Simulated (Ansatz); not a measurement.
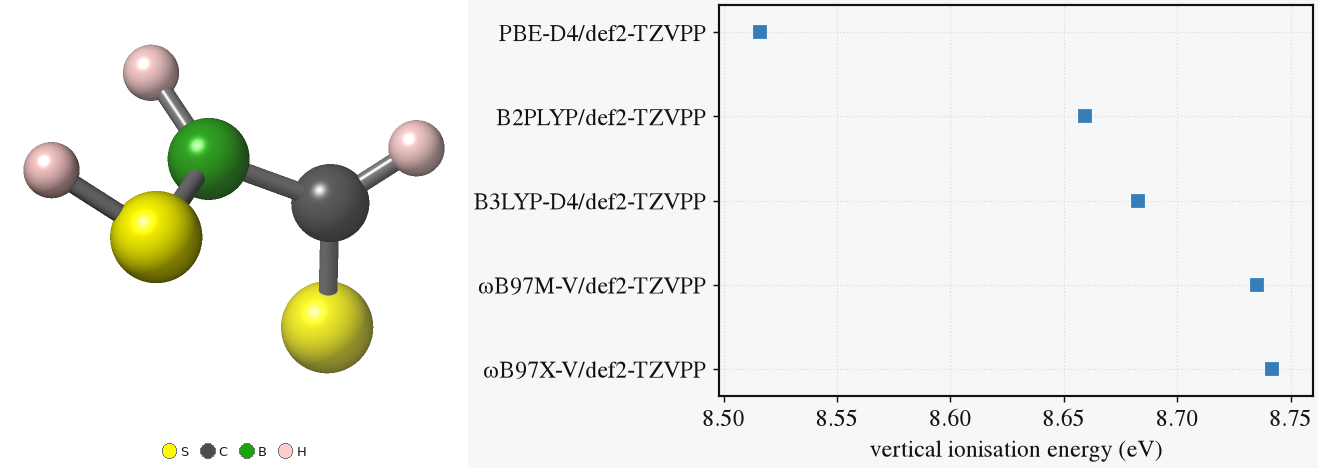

Vertical ionisation energy of CH₃BS₂, SMILES S=CBS, taken as the energy of the cation less that of the neutral at fixed geometry (unrestricted doublet cation, cores frozen in correlated methods, no spin-orbit coupling), the Ansatz code, at a PBE0-D4/def2-TZVP geometry (a minimum by its frequencies).

Q: What range do the values span?

A: From 8.52 eV (PBE-D4/def2-TZVPP) to 8.74 eV (ωB97X-V/def2-TZVPP).

Q: Give the values.

A:
```
              level    eV
  PBE-D4/def2-TZVPP  8.52
  B2PLYP/def2-TZVPP  8.66
B3LYP-D4/def2-TZVPP  8.68
 ωB97M-V/def2-TZVPP  8.74
 ωB97X-V/def2-TZVPP  8.74
```

Limits of at least one run: one conformer of a flexible molecule.
